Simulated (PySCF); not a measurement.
# Geometry relaxation of CH₁₄Si₅

CH₁₄Si₅, computed with PBE0-D3(BJ)/def2-SVP geometry optimisation, gas phase (PySCF 2.14.0).

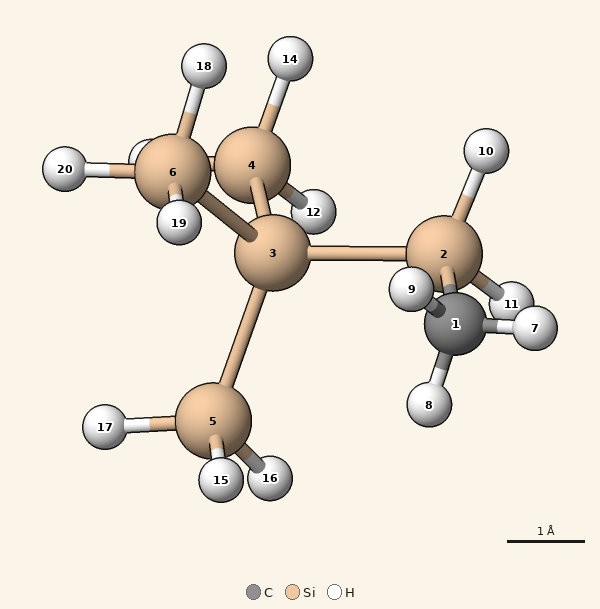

**Figure 1.** The structure as given in the input (ball-and-stick view, seen at a tilt; atoms are numbered from 1 in the order of the input). Bond lengths as drawn: C–H 1.10 to 1.11 Å, C–Si 1.87 Å, H–Si 1.40 to 1.49 Å and Si–Si 2.34 to 2.36 Å.

### Results in brief

- outcome: converged
- total energy: −1492.864244 hartree
- dipole moment: 0.89 D
- point group: C1
- hardware: 1 CPU thread, shared host
- wall time: 71 s
- peak memory: 0.76 GiB

### Input
```
{"job": {"xc": "PBE0", "basis": "def2-SVP", "d3": "d3bj", "grid": 1, "shake": 0.01, "kind": "geom"}, "charge": 0, "multiplicity": 1}
C     -2.613730     1.123980     0.360000
Si    -1.827810    -0.366800    -0.461480
Si     0.481470    -0.289560    -0.118460
Si     1.538990    -2.145390    -1.118160
Si     1.373750     1.672940    -1.053430
Si     0.951210    -0.291640     2.189910
H     -3.701530     1.152430     0.215520
H     -2.229710     2.079320    -0.067170
H     -2.444910     1.171290     1.444570
H     -2.462560    -1.561800     0.119220
H     -2.207580    -0.348790    -1.872120
H      1.270800    -2.195860    -2.551270
H      2.931690    -2.163640    -0.951370
H      0.988030    -3.408330    -0.563170
H      0.787150     2.878030    -0.456040
H      1.137680     1.785350    -2.477980
H      2.826330     1.810440    -0.856510
H      0.432540    -1.489240     2.866030
H      0.352800     0.837390     2.890940
H      2.364370    -0.234730     2.491040
```

The first line tells a small driver script what to run in PySCF; the rest is the geometry in Å.

Launched with:
```bash
OMP_NUM_THREADS=1 python <driver script> task.json out
```

### Output
```
step   0  E = -1492.85293705  max force = 0.039005
step   1  E = -1492.86364143  max force = 0.007966
step   2  E = -1492.86410664  max force = 0.002772
step   3  E = -1492.86421327  max force = 0.000826
step   4  E = -1492.86423284  max force = 0.000571
step   5  E = -1492.86424434  max force = 0.000271
optimisation converged
```

### Trajectory as extended XYZ (Å, eV, eV/Å), 5 of the 6 frames kept, from step=0 to step=5
```
20
Properties=species:S:1:pos:R:3:forces:R:3 step=0 energy=-40622.59754
C    -2.6137    1.1240    0.3600    0.0714   0.9070  -0.0477
Si   -1.8278   -0.3668   -0.4615   -0.1756   0.4296   0.5477
Si    0.4815   -0.2896   -0.1185    0.3440  -0.1706  -0.0465
Si    1.5390   -2.1454   -1.1182   -1.8258   0.0388   0.2754
Si    1.3738    1.6729   -1.0534   -0.0016  -0.1686   0.5232
Si    0.9512   -0.2916    2.1899   -0.4744  -0.2067  -0.4134
H    -3.7015    1.1524    0.2155   -0.1455  -0.1777  -0.1033
H    -2.2297    2.0793   -0.0672   -0.0301  -0.3855   0.1364
H    -2.4449    1.1713    1.4446    0.1417  -0.1125   0.0752
H    -2.4626   -1.5618    0.1192    0.0391  -0.5216   0.2096
H    -2.2076   -0.3488   -1.8721    0.0583  -0.0205  -0.7459
H     1.2708   -2.1959   -2.5513   -0.1889   0.1234  -0.7371
H     2.9317   -2.1636   -0.9514    2.0057   0.0984   0.3516
H     0.9880   -3.4083   -0.5632   -0.1025  -0.1433   0.1967
H     0.7872    2.8780   -0.4560   -0.3511   0.3896   0.3472
H     1.1377    1.7853   -2.4780   -0.2325  -0.1180  -0.9548
H     2.8263    1.8104   -0.8565    0.4754  -0.1695   0.1466
H     0.4325   -1.4892    2.8660   -0.2415  -0.5138   0.0643
H     0.3528    0.8374    2.8909   -0.4077   0.6924   0.1910
H     2.3644   -0.2347    2.4910    1.0417   0.0290  -0.0162
20
Properties=species:S:1:pos:R:3:forces:R:3 step=1 energy=-40622.88882
C    -2.5113    1.3303    0.4646   -0.0654  -0.1015   0.0293
Si   -1.8286   -0.2324   -0.3364    0.1486  -0.1134  -0.1267
Si    0.5052   -0.4046   -0.1030   -0.1736   0.1283   0.0816
Si    1.3519   -2.3065   -1.1586    0.4097   0.0176   0.0177
Si    1.4706    1.5385   -0.9841   -0.0230  -0.0513  -0.0388
Si    0.9779   -0.5032    2.1894    0.0762   0.0626  -0.0194
H    -3.5974    1.4110    0.2966    0.0364  -0.0094  -0.0067
H    -2.0296    2.2208    0.0391    0.0305   0.0638  -0.0427
H    -2.3328    1.3329    1.5495    0.0278  -0.0163   0.0324
H    -2.4042   -1.4787    0.2659   -0.0990   0.0678   0.0021
H    -2.1312   -0.2418   -1.8068   -0.0449   0.0006   0.0608
H     1.0400   -2.2974   -2.6231    0.0111   0.0045   0.0392
H     2.8584   -2.3144   -0.9742   -0.3486  -0.0461  -0.0787
H     0.7872   -3.5483   -0.5462   -0.0088   0.0062  -0.0003
H     0.8549    2.7395   -0.3330    0.0230  -0.0139  -0.0174
H     1.2175    1.6112   -2.4606    0.0259   0.0172   0.0653
H     2.9444    1.5563   -0.7350    0.0171   0.0281  -0.0200
H     0.4266   -1.7597    2.7860   -0.0007   0.0095   0.0015
H     0.3422    0.6728    2.8693    0.0292  -0.0451   0.0068
H     2.4573   -0.4556    2.4310   -0.0712  -0.0093   0.0140
20
Properties=species:S:1:pos:R:3:forces:R:3 step=2 energy=-40622.90148
C    -2.5013    1.3161    0.4655    0.0079   0.0202   0.0223
Si   -1.8303   -0.2426   -0.3466    0.0747  -0.0818  -0.0599
Si    0.5005   -0.3987   -0.1009   -0.0891   0.0541   0.0493
Si    1.3575   -2.3009   -1.1562    0.1425   0.0152   0.0235
Si    1.4729    1.5398   -0.9858   -0.0023  -0.0306  -0.0065
Si    0.9749   -0.4931    2.1921    0.0197   0.0211  -0.0174
H    -3.5867    1.4016    0.3025    0.0002  -0.0002   0.0015
H    -2.0168    2.2089    0.0412   -0.0133   0.0036   0.0066
H    -2.3148    1.3085    1.5502    0.0115  -0.0026  -0.0050
H    -2.4353   -1.4713    0.2606   -0.0401   0.0169  -0.0050
H    -2.1478   -0.2435   -1.8110   -0.0179  -0.0070   0.0092
H     1.0438   -2.2889   -2.6181   -0.0092   0.0089  -0.0028
H     2.8484   -2.3262   -0.9835   -0.0784  -0.0222  -0.0258
H     0.7858   -3.5405   -0.5464   -0.0154   0.0011   0.0023
H     0.8605    2.7441   -0.3415    0.0065   0.0067   0.0010
H     1.2261    1.6143   -2.4597    0.0063   0.0068   0.0015
H     2.9477    1.5639   -0.7387    0.0013   0.0021  -0.0056
H     0.4230   -1.7494    2.7875   -0.0057  -0.0026  -0.0003
H     0.3416    0.6770    2.8790    0.0063  -0.0048   0.0101
H     2.4496   -0.4484    2.4403   -0.0057  -0.0049   0.0014
20
Properties=species:S:1:pos:R:3:forces:R:3 step=4 energy=-40622.90491
C    -2.4954    1.3029    0.4672    0.0063   0.0081  -0.0085
Si   -1.8337   -0.2549   -0.3599   -0.0156  -0.0019   0.0009
Si    0.4925   -0.3906   -0.0950   -0.0036  -0.0008   0.0148
Si    1.3653   -2.2891   -1.1491   -0.0191   0.0033   0.0006
Si    1.4741    1.5382   -0.9893   -0.0014   0.0054  -0.0047
Si    0.9715   -0.4808    2.1965   -0.0034   0.0001   0.0041
H    -3.5823    1.3909    0.3159   -0.0031  -0.0012   0.0079
H    -2.0156    2.2008    0.0486   -0.0042  -0.0036   0.0005
H    -2.2972    1.2834    1.5496    0.0028  -0.0005  -0.0010
H    -2.4606   -1.4732    0.2456    0.0047  -0.0049  -0.0042
H    -2.1588   -0.2512   -1.8219    0.0073   0.0006  -0.0041
H     1.0432   -2.2651   -2.6095   -0.0029   0.0023  -0.0022
H     2.8501   -2.3362   -0.9877    0.0294  -0.0006   0.0053
H     0.7784   -3.5256   -0.5457   -0.0021  -0.0005  -0.0024
H     0.8743    2.7532   -0.3526    0.0029   0.0018   0.0001
H     1.2337    1.6101   -2.4640   -0.0032  -0.0012  -0.0032
H     2.9491    1.5525   -0.7418   -0.0003  -0.0073   0.0016
H     0.4165   -1.7372    2.7898   -0.0019   0.0008  -0.0007
H     0.3472    0.6874    2.8940    0.0022   0.0026   0.0007
H     2.4467   -0.4448    2.4396    0.0052  -0.0023  -0.0055
20
Properties=species:S:1:pos:R:3:forces:R:3 step=5 energy=-40622.90523
C    -2.4990    1.2989    0.4669   -0.0048  -0.0057  -0.0049
Si   -1.8365   -0.2572   -0.3634   -0.0139   0.0071   0.0044
Si    0.4889   -0.3872   -0.0909    0.0025  -0.0025   0.0076
Si    1.3664   -2.2834   -1.1455   -0.0074   0.0000  -0.0038
Si    1.4748    1.5367   -0.9910    0.0008   0.0029  -0.0037
Si    0.9719   -0.4769    2.1995    0.0006  -0.0011   0.0021
H    -3.5869    1.3851    0.3217    0.0001  -0.0008   0.0050
H    -2.0230    2.1990    0.0488    0.0000  -0.0020  -0.0042
H    -2.2957    1.2769    1.5484    0.0024   0.0022   0.0002
H    -2.4634   -1.4774    0.2382    0.0048  -0.0030  -0.0014
H    -2.1576   -0.2528   -1.8264    0.0081   0.0042  -0.0017
H     1.0433   -2.2532   -2.6059    0.0036  -0.0009   0.0008
H     2.8527   -2.3343   -0.9838   -0.0008   0.0031   0.0039
H     0.7753   -3.5205   -0.5473    0.0031  -0.0014  -0.0022
H     0.8850    2.7580   -0.3570    0.0018  -0.0002  -0.0006
H     1.2334    1.6054   -2.4659   -0.0028  -0.0009   0.0014
H     2.9502    1.5398   -0.7448    0.0004  -0.0022  -0.0008
H     0.4139   -1.7316    2.7938   -0.0008   0.0020   0.0012
H     0.3564    0.6937    2.9008    0.0024   0.0013  -0.0013
H     2.4489   -0.4481    2.4342    0.0000  -0.0020  -0.0020
```

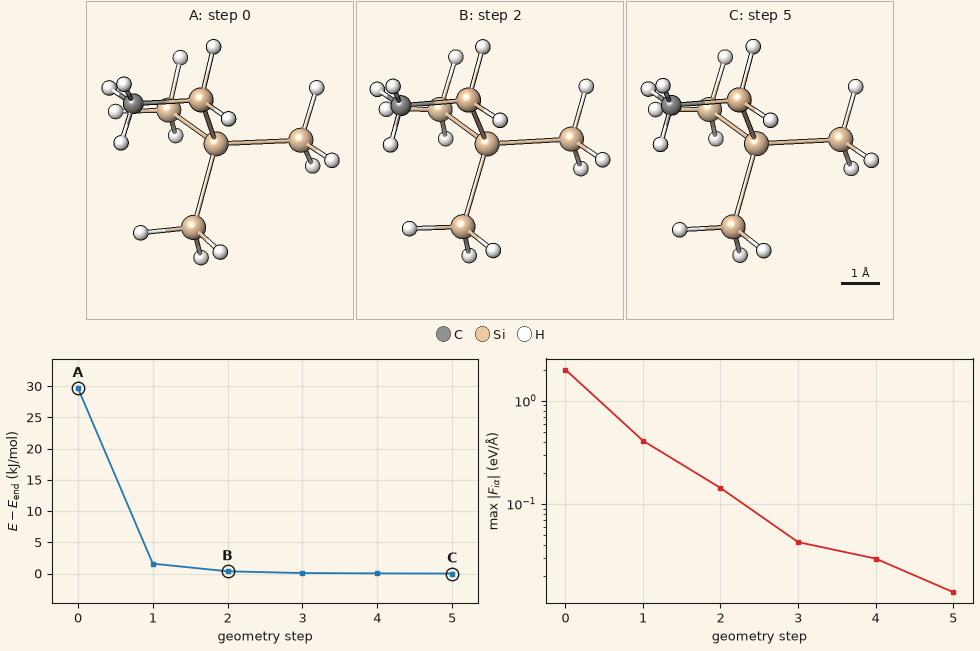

**Figure 2.** Frames of the relaxation (ball-and-stick view, seen at an oblique angle) above the curves, on which the letters mark them (steps are counted from 0).

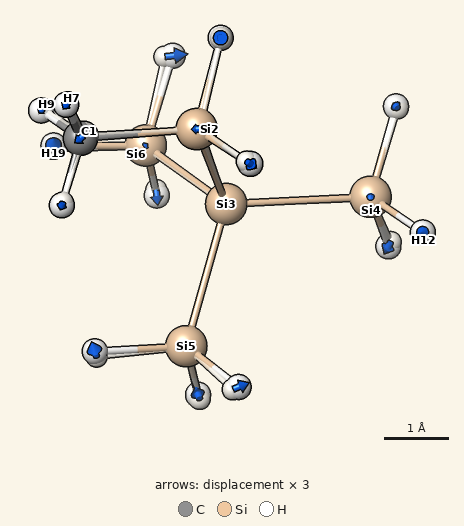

**Figure 3.** Start (faint) and end (solid) with the displacements as blue arrows, magnified 3 times (ball-and-stick view, seen at an oblique angle). The two geometries are laid on each other by the best rigid fit. After 5 geometry steps the energy has fallen by 29.7 kJ/mol. Largest force component: 2 eV/Å at the start, 0.014 eV/Å at the end. The largest move after the best rigid fit is that of H18, 0.13 Å. By element the largest moves are H 0.13 Å, C 0.07 Å, Si 0.05 Å. Among the contacts that change: Si4–H13 1.403 → 1.496 Å, Si5–H16 1.448 → 1.496 Å, Si2–H11 1.461 → 1.498 Å, Si2–H10 1.472 → 1.498 Å. Among the angles that change: Si3–Si2–H10 113.3° → 108.9°, C1–Si2–H10 107.0° → 110.4°, H15–Si5–H17 105.3° → 108.5°. (Atoms are counted from 1 in the order of the input.)
